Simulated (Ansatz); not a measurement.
## Work function of Pd(110): what the settings cost and change

Aim: the work function of Pd(110) against thickness and vacuum, with the cost.

Program: Ansatz 0.2.0. Level of theory: plane-wave DFT, PBE, Ansatz PAW. Results are calculated unless marked as measured.

**Measured values to reproduce.**

“Anisotropic work function of elemental crystals” (2019, arxiv:1902.07811) quotes from earlier work for Pd (clean (110) face, a compiled value): work function (clean (110) face, a compiled value) 5.07 eV.

Report form: the programs' logs are mostly left out.

**1. The structure**

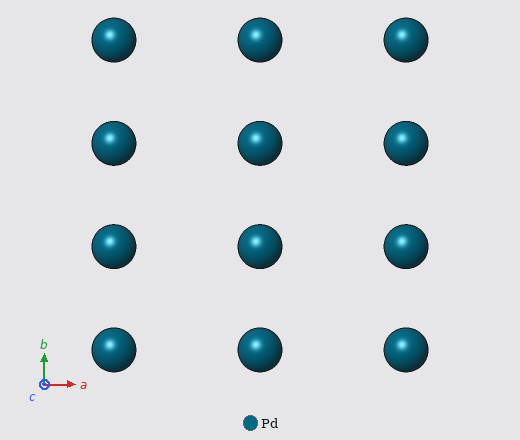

Start, viewed from above; palladium blue. 3×4×1 cells are drawn.

The cell holds 1 atom: 1 Pd. Cell: a = 3.890 Å, b = 2.751 Å, c = 18.000 Å, α = 90.0°, β = 90.0°, γ = 90.0°. Vacuum lies along c.

**2. Slab, setting 1 layer**

A work function rests on the faint tail of the density, so the SCF threshold is tight. The slab grows from one layer, at fixed mesh and 18 Å of vacuum; then the vacuum is varied on one slab.

File input.yaml:

```yaml
crystal:
  lattice:
    - [3.89, 0.0, 0.0]
    - [0.0, 2.7506453788, 0.0]
    - [0.0, 0.0, 18.0]
  atoms:
    - { symbol: Pd, position: [0.5, 0.5, 0.5] }
kpoints:
  mp_grid: { grid: [11, 15, 1] }
hamiltonian:
  xc: pbe
scf:
  occupations: { method: fermi_dirac, width: 0.1 }
  convergence: { dr2_threshold: 1.0e-09 }
efield:
  axis: 3
  dipole_correction: true
  ramp_position: 0.97
  ramp_width: 0.06
output:
  write_potential: true
  write_density: true
  volumetric_format: npy
  elf: true
```

Launch:

```
> ansatz run input.yaml --threads 2 --pin off --max-ram 3072MiB --backend cpu --events-out ev --progress --plain --runs-dir out
```

The job ended after 20 s (2 threads of Arm Neoverse N1, shared host; peak memory 0.48 GiB; 33 s of CPU time).

Numbers from this step:

- energy at zero smearing: -6970.4243 eV
- work function, upper face: 5.292 eV

Running mean over 1.375 Å of the planar mean; the ramp of the sawtooth is left out. Electron's electrostatic potential energy less the Fermi level against z:

| z (Å) | electron's electrostatic potential energy less the Fermi level (eV) |
| --- | --- |
| 3.0 | 5.29 |
| 3.5 | 5.29 |
| 4.0 | 5.29 |
| 4.5 | 5.29 |
| 5.0 | 5.29 |
| 5.5 | 5.29 |
| 6.0 | 5.27 |
| 6.5 | 5.22 |
| 7.0 | 5.02 |
| 7.5 | 4.24 |
| 8.0 | 1.34 |
| 8.5 | -3.38 |
| 9.0 | -5.84 |
| 9.5 | -3.38 |
| 10.0 | 1.34 |
| 10.5 | 4.24 |
| 11.0 | 5.02 |
| 11.5 | 5.22 |
| 12.0 | 5.27 |
| 12.5 | 5.29 |
| 13.0 | 5.29 |
| 13.5 | 5.29 |
| 14.0 | 5.29 |
| 14.5 | 5.29 |
| 15.0 | 5.29 |

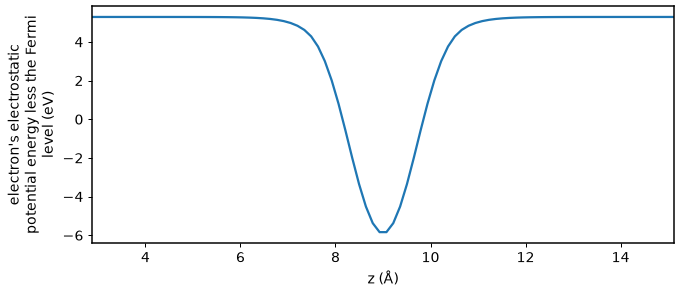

Electron's electrostatic potential energy less the Fermi level against z.

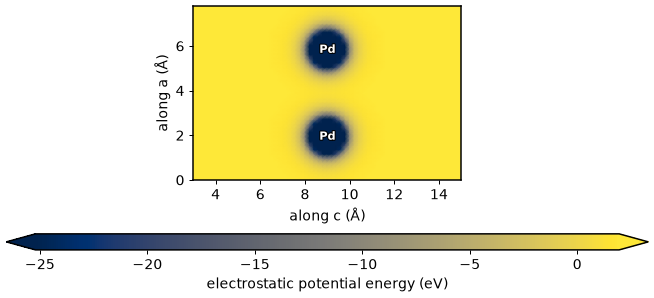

Electrostatic potential energy in the ca plane at fractional y = 0.500, with atoms of Pd within 0.2 Å of it. With pseudopotentials it is smooth inside the atoms' cores, unlike the true potential. The far vacuum is left out of the map.

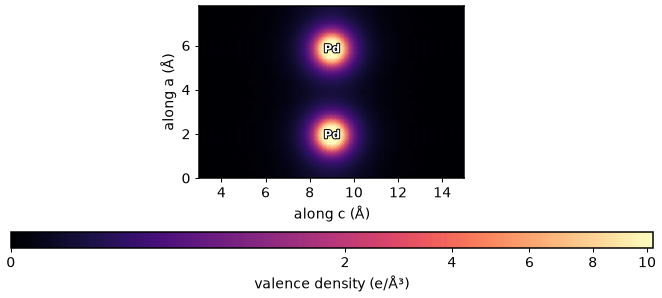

Valence density in the ca plane at fractional y = 0.500, with atoms of Pd within 0.2 Å of it. It is the smooth field of the valence electrons, not physical close to the nuclei. The colour scale is stretched toward low values. The far vacuum is left out of the map.

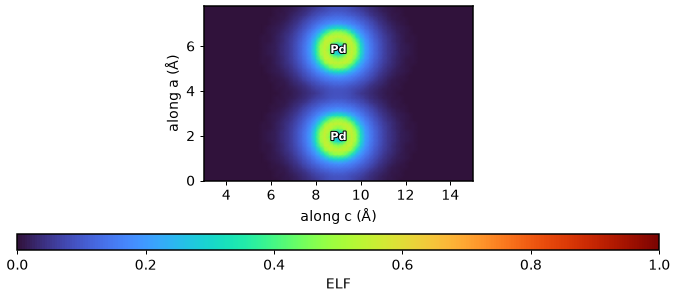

ELF in the ca plane at fractional y = 0.500, with atoms of Pd within 0.2 Å of it. It is the smooth field of the valence electrons, not physical close to the nuclei. The far vacuum is left out of the map.

The work function is 5.292 eV.

**3. Run, 2 atoms**

System of this step: Pd(110). The cell holds 2 atoms: 2 Pd. Its edges and angles: a = 3.890 Å, b = 2.751 Å, c = 19.375 Å, α = 90.0°, β = 90.0°, γ = 90.0°. Vacuum lies along c.

input.yaml, the sections that differ from step 2:

```yaml
crystal:
  lattice:
    - [3.89, 0.0, 0.0]
    - [0.0, 2.7506453788, 0.0]
    - [0.0, 0.0, 19.3753226894]
  atoms:
    - { symbol: Pd, position: [0.5, 0.5, 0.4645083927] }
    - { symbol: Pd, position: [0.0, 0.0, 0.5354916073] }
output:
  write_potential: true
  write_density: true
  volumetric_format: npy
# kpoints, hamiltonian, scf, efield: as in step 2
```

Elapsed: 26 s, on 2 threads; peak memory 0.5 GiB.

The work function is 4.956 eV, -0.336 eV from the run “1 layer”, at 1.3 times its CPU time.

**4. Run, 3 atoms**

System of this step: Pd(110). The cell holds 3 atoms: 3 Pd. Its edges and angles: a = 3.890 Å, b = 2.751 Å, c = 20.751 Å, α = 90.0°, β = 90.0°, γ = 90.0°. Vacuum lies along c.

input.yaml, the sections that differ from step 3:

```yaml
crystal:
  lattice:
    - [3.89, 0.0, 0.0]
    - [0.0, 2.7506453788, 0.0]
    - [0.0, 0.0, 20.7506453788]
  atoms:
    - { symbol: Pd, position: [0.0, 0.0, 0.4337214499] }
    - { symbol: Pd, position: [0.5, 0.5, 0.5] }
    - { symbol: Pd, position: [0.0, 0.0, 0.5662785501] }
# kpoints, hamiltonian, scf, efield, output: as in step 3
```

It took 44 s on 2 threads; peak memory 0.62 GiB.

The work function is 4.746 eV, -0.210 eV from the run “2 layers”, at 1.7 times its CPU time.

**5. Run, 4 atoms**

System of this step: Pd(110). The cell holds 4 atoms: 4 Pd. Its edges and angles: a = 3.890 Å, b = 2.751 Å, c = 22.126 Å, α = 90.0°, β = 90.0°, γ = 90.0°. Vacuum lies along c.

input.yaml, the sections that differ from step 4:

```yaml
crystal:
  lattice:
    - [3.89, 0.0, 0.0]
    - [0.0, 2.7506453788, 0.0]
    - [0.0, 0.0, 22.1259680682]
  atoms:
    - { symbol: Pd, position: [0.5, 0.5, 0.4067618634] }
    - { symbol: Pd, position: [0.0, 0.0, 0.4689206211] }
    - { symbol: Pd, position: [0.5, 0.5, 0.5310793789] }
    - { symbol: Pd, position: [0.0, 0.0, 0.5932381366] }
# kpoints, hamiltonian, scf, efield, output: as in step 4
```

Elapsed: 66 s, on 2 threads; peak memory 0.74 GiB.

The work function is 4.914 eV, +0.168 eV from the run “3 layers”, at 1.5 times its CPU time.

**6. Run, 5 atoms**

System of this step: Pd(110). The cell holds 5 atoms: 5 Pd. Its edges and angles: a = 3.890 Å, b = 2.751 Å, c = 23.501 Å, α = 90.0°, β = 90.0°, γ = 90.0°. Vacuum lies along c.

input.yaml, the sections that differ from step 5:

```yaml
crystal:
  lattice:
    - [3.89, 0.0, 0.0]
    - [0.0, 2.7506453788, 0.0]
    - [0.0, 0.0, 23.5012907576]
  atoms:
    - { symbol: Pd, position: [0.0, 0.0, 0.3829576891] }
    - { symbol: Pd, position: [0.5, 0.5, 0.4414788446] }
    - { symbol: Pd, position: [0.0, 0.0, 0.5] }
    - { symbol: Pd, position: [0.5, 0.5, 0.5585211554] }
    - { symbol: Pd, position: [0.0, 0.0, 0.6170423109] }
# kpoints, hamiltonian, scf, efield, output: as in step 5
```

It took 93 s on 2 threads; peak memory 0.87 GiB; 2.6 min of CPU time.

The work function is 4.719 eV, -0.195 eV from the run “4 layers”, at 1.4 times its CPU time.

**7. Run, 6 atoms**

System of this step: Pd(110). The cell holds 6 atoms: 6 Pd. Its edges and angles: a = 3.890 Å, b = 2.751 Å, c = 24.877 Å, α = 90.0°, β = 90.0°, γ = 90.0°. Vacuum lies along c.

input.yaml, the sections that differ from step 6:

```yaml
crystal:
  lattice:
    - [3.89, 0.0, 0.0]
    - [0.0, 2.7506453788, 0.0]
    - [0.0, 0.0, 24.876613447]
  atoms:
    - { symbol: Pd, position: [0.5, 0.5, 0.361785579] }
    - { symbol: Pd, position: [0.0, 0.0, 0.4170713474] }
    - { symbol: Pd, position: [0.5, 0.5, 0.4723571158] }
    - { symbol: Pd, position: [0.0, 0.0, 0.5276428842] }
    - { symbol: Pd, position: [0.5, 0.5, 0.5829286526] }
    - { symbol: Pd, position: [0.0, 0.0, 0.638214421] }
# kpoints, hamiltonian, scf, efield, output: as in step 6
```

The job ended after 2.1 min (2 threads; peak memory 1 GiB).

The work function is 4.803 eV, +0.084 eV from the run “5 layers”, at 1.4 times its CPU time.

**8. Run, 8 atoms**

System of this step: Pd(110). The cell holds 8 atoms: 8 Pd. Its edges and angles: a = 3.890 Å, b = 2.751 Å, c = 27.627 Å, α = 90.0°, β = 90.0°, γ = 90.0°. Vacuum lies along c.

input.yaml, the sections that differ from step 7:

```yaml
crystal:
  lattice:
    - [3.89, 0.0, 0.0]
    - [0.0, 2.7506453788, 0.0]
    - [0.0, 0.0, 27.6272588259]
  atoms:
    - { symbol: Pd, position: [0.5, 0.5, 0.3257652182] }
    - { symbol: Pd, position: [0.0, 0.0, 0.3755465844] }
    - { symbol: Pd, position: [0.5, 0.5, 0.4253279507] }
    - { symbol: Pd, position: [0.0, 0.0, 0.4751093169] }
    - { symbol: Pd, position: [0.5, 0.5, 0.5248906831] }
    - { symbol: Pd, position: [0.0, 0.0, 0.5746720493] }
    - { symbol: Pd, position: [0.5, 0.5, 0.6244534156] }
    - { symbol: Pd, position: [0.0, 0.0, 0.6742347818] }
# kpoints, hamiltonian, scf, efield, output: as in step 7
```

The job ended after 3.6 min (2 threads; peak memory 1.4 GiB).

The work function is 4.734 eV, -0.069 eV from the run “6 layers”, at 1.8 times its CPU time.

**9. Slab, 10 atoms**

System of this step: Pd(110). The cell holds 10 atoms: 10 Pd. Its edges and angles: a = 3.890 Å, b = 2.751 Å, c = 30.378 Å, α = 90.0°, β = 90.0°, γ = 90.0°. Vacuum lies along c.

input.yaml, the sections that differ from step 8:

```yaml
crystal:
  lattice:
    - [3.89, 0.0, 0.0]
    - [0.0, 2.7506453788, 0.0]
    - [0.0, 0.0, 30.3779042047]
  atoms:
    - { symbol: Pd, position: [0.5, 0.5, 0.2962679696] }
    - { symbol: Pd, position: [0.0, 0.0, 0.3415417541] }
    - { symbol: Pd, position: [0.5, 0.5, 0.3868155387] }
    - { symbol: Pd, position: [0.0, 0.0, 0.4320893232] }
    - { symbol: Pd, position: [0.5, 0.5, 0.4773631077] }
    - { symbol: Pd, position: [0.0, 0.0, 0.5226368923] }
    - { symbol: Pd, position: [0.5, 0.5, 0.5679106768] }
    - { symbol: Pd, position: [0.0, 0.0, 0.6131844613] }
    - { symbol: Pd, position: [0.5, 0.5, 0.6584582459] }
    - { symbol: Pd, position: [0.0, 0.0, 0.7037320304] }
# kpoints, hamiltonian, scf, efield, output: as in step 8
```

Wall time 5.5 min (2 threads); peak memory 1.8 GiB; 9.6 min of CPU time.

The work function is 4.800 eV, +0.066 eV from the run “8 layers”, at 1.5 times its CPU time.

**10. Slab, 13 atoms**

System of this step: Pd(110). The cell holds 13 atoms: 13 Pd. Cell: a = 3.890 Å, b = 2.751 Å, c = 34.504 Å, α = 90.0°, β = 90.0°, γ = 90.0°. Vacuum lies along c.

input.yaml, the sections that differ from step 9:

```yaml
crystal:
  lattice:
    - [3.89, 0.0, 0.0]
    - [0.0, 2.7506453788, 0.0]
    - [0.0, 0.0, 34.5038722729]
  atoms:
    - { symbol: Pd, position: [0.0, 0.0, 0.2608402886] }
    - { symbol: Pd, position: [0.5, 0.5, 0.3007002405] }
    - { symbol: Pd, position: [0.0, 0.0, 0.3405601924] }
    - { symbol: Pd, position: [0.5, 0.5, 0.3804201443] }
    - { symbol: Pd, position: [0.0, 0.0, 0.4202800962] }
    - { symbol: Pd, position: [0.5, 0.5, 0.4601400481] }
    - { symbol: Pd, position: [0.0, 0.0, 0.5] }
    - { symbol: Pd, position: [0.5, 0.5, 0.5398599519] }
    - { symbol: Pd, position: [0.0, 0.0, 0.5797199038] }
    - { symbol: Pd, position: [0.5, 0.5, 0.6195798557] }
    - { symbol: Pd, position: [0.0, 0.0, 0.6594398076] }
    - { symbol: Pd, position: [0.5, 0.5, 0.6992997595] }
    - { symbol: Pd, position: [0.0, 0.0, 0.7391597114] }
# kpoints, hamiltonian, scf, efield, output: as in step 9
```

Elapsed: 9.7 min, on 2 threads; peak memory 2.5 GiB.

The work function is 4.788 eV, -0.012 eV from the run “10 layers”, at 1.7 times its CPU time.

**11. Run, 7 atoms**

System of this step: Pd(110). The cell holds 7 atoms: 7 Pd. Cell: a = 3.890 Å, b = 2.751 Å, c = 18.252 Å, α = 90.0°, β = 90.0°, γ = 90.0°. Vacuum lies along c.

input.yaml, the sections that differ from step 10:

```yaml
crystal:
  lattice:
    - [3.89, 0.0, 0.0]
    - [0.0, 2.7506453788, 0.0]
    - [0.0, 0.0, 18.2519361364]
  atoms:
    - { symbol: Pd, position: [0.0, 0.0, 0.2739435402] }
    - { symbol: Pd, position: [0.5, 0.5, 0.3492956934] }
    - { symbol: Pd, position: [0.0, 0.0, 0.4246478467] }
    - { symbol: Pd, position: [0.5, 0.5, 0.5] }
    - { symbol: Pd, position: [0.0, 0.0, 0.5753521533] }
    - { symbol: Pd, position: [0.5, 0.5, 0.6507043066] }
    - { symbol: Pd, position: [0.0, 0.0, 0.7260564598] }
# kpoints, hamiltonian, scf, efield, output: as in step 10
```

Elapsed: 2.3 min, on 2 threads; peak memory 0.92 GiB.

The work function is 4.838 eV. The program marks this work function as in doubt.

**12. Run, 7 atoms (run 2)**

The cell differs from the one that the last finished run ended in (c 18.252 → 22.252 Å).

input.yaml, the sections that differ from step 11:

```yaml
crystal:
  lattice:
    - [3.89, 0.0, 0.0]
    - [0.0, 2.7506453788, 0.0]
    - [0.0, 0.0, 22.2519361364]
  atoms:
    - { symbol: Pd, position: [0.0, 0.0, 0.3145793677] }
    - { symbol: Pd, position: [0.5, 0.5, 0.3763862451] }
    - { symbol: Pd, position: [0.0, 0.0, 0.4381931226] }
    - { symbol: Pd, position: [0.5, 0.5, 0.5] }
    - { symbol: Pd, position: [0.0, 0.0, 0.5618068774] }
    - { symbol: Pd, position: [0.5, 0.5, 0.6236137549] }
    - { symbol: Pd, position: [0.0, 0.0, 0.6854206323] }
# kpoints, hamiltonian, scf, efield, output: as in step 11
```

Run time: 2.3 min. Hardware: 2 threads; peak memory 1.1 GiB; 4 min of CPU time.

The work function is 4.836 eV, -0.001 eV from the run “7 layers, 10 Å of vacuum”, at 1.0 times its CPU time.

**13. Slab, 7 atoms**

The cell differs from the one that the last finished run ended in (c 22.252 → 34.252 Å).

input.yaml, the sections that differ from step 12:

```yaml
crystal:
  lattice:
    - [3.89, 0.0, 0.0]
    - [0.0, 2.7506453788, 0.0]
    - [0.0, 0.0, 34.2519361364]
  atoms:
    - { symbol: Pd, position: [0.0, 0.0, 0.3795405885] }
    - { symbol: Pd, position: [0.5, 0.5, 0.4196937257] }
    - { symbol: Pd, position: [0.0, 0.0, 0.4598468628] }
    - { symbol: Pd, position: [0.5, 0.5, 0.5] }
    - { symbol: Pd, position: [0.0, 0.0, 0.5401531372] }
    - { symbol: Pd, position: [0.5, 0.5, 0.5803062743] }
    - { symbol: Pd, position: [0.0, 0.0, 0.6204594115] }
# kpoints, hamiltonian, scf, efield, output: as in step 12
```

Wall time 3.8 min (2 threads); peak memory 1.5 GiB; 6.5 min of CPU time.

The work function is 4.836 eV, -0.000 eV from the run “7 layers, 14 Å of vacuum”, at 1.6 times its CPU time.

**14. Side by side**

Times are for 2 threads of Arm Neoverse N1, shared host. The series side by side:

| no. | setting | work function, upper face (eV) | time | memory (GiB) |
| --- | --- | --- | --- | --- |
| 1 | 1 layer | 5.292 | 20 s | 0.48 |
| 2 | 2 layers | 4.956 | 26 s | 0.5 |
| 3 | 3 layers | 4.746 | 44 s | 0.62 |
| 4 | 4 layers | 4.914 | 66 s | 0.74 |
| 5 | 5 layers | 4.719 | 93 s | 0.87 |
| 6 | 6 layers | 4.803 | 2.1 min | 1.0 |
| 7 | 8 layers | 4.734 | 3.6 min | 1.4 |
| 8 | 10 layers | 4.800 | 5.5 min | 1.8 |
| 9 | 13 layers | 4.788 | 9.7 min | 2.5 |
| 10 | 7 layers, 10 Å of vacuum | 4.838 | 2.3 min | 0.92 |
| 11 | 7 layers, 14 Å of vacuum | 4.836 | 2.3 min | 1.1 |
| 12 | 7 layers, 26 Å of vacuum | 4.836 | 3.8 min | 1.5 |

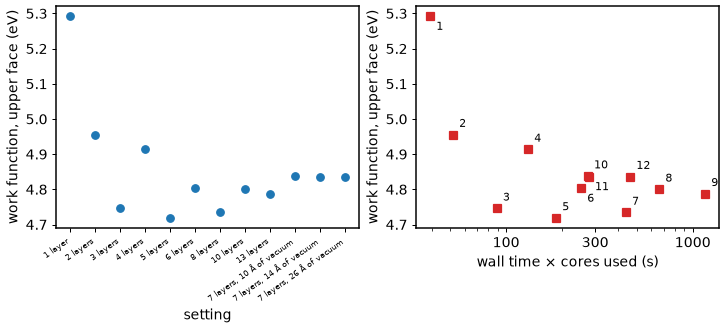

The series as plots; the last panel sets the first result against cost, with the runs numbered as in the table.

**15. Outcome**

| Item | Value |
| --- | --- |
| work function, 1 layer | 5.292 eV |
| work function, 5 layers | 4.719 eV |
| work function, 6 layers | 4.803 eV |
| work function, 13 layers | 4.788 eV |

What this shows: The thickest slab gives 4.79 eV, and the settings tried spread the value from 4.72 to 5.29 eV. At 18 Å of vacuum, the slabs from 10 layers on stay within 0.02 eV of the thickest. Beyond two layers the value swings up and down with thickness, as is usual where quantum-well states cross the Fermi level; the levels were not examined here. Going from 10 to 26 Å of vacuum moves it by 0.001 eV. The program marks the value as in doubt in “7 layers, 10 Å of vacuum”. The ladder's slabs use the tabulated experimental lattice constant (two decimals; a low-temperature value for the alkali metals). The main runs have no spin polarisation; a magnetic state could lie lower and would change these results. In 1 run of the series (7 layers, 10 Å of vacuum) the program warns that electrons reach the sawtooth's ramp, which makes dipole and work function less sure.

Calculation against experiment:

```
                                               quantity  measured        13 layers
work function (clean (110) face, a compiled value) (eV)      5.07  4.79 (-0.28 eV)
```

Measured values from arxiv:1902.07811 (2019).

**Verdict.** The work function is off by -0.28 eV: fair agreement. The grades are ours: good and fair within 3 and 7 % for the work function. No cell relaxation is part of this session.

[Logs are printed without paths, hosts, clocks, repeated set-up lines and the standing remarks that a program may print on its own settings, such as how far it seeks lower states.]

[Hosts, paths, dates, database ids (printed as entryN), source tags and the programs' standing remarks are cut or masked in the printed files.]

[Maps of the electrostatic potential energy from Ansatz leave out the sawtooth potential of an applied field or a dipole correction, so their vacuum need not be flat; planar profiles and work functions include it.]
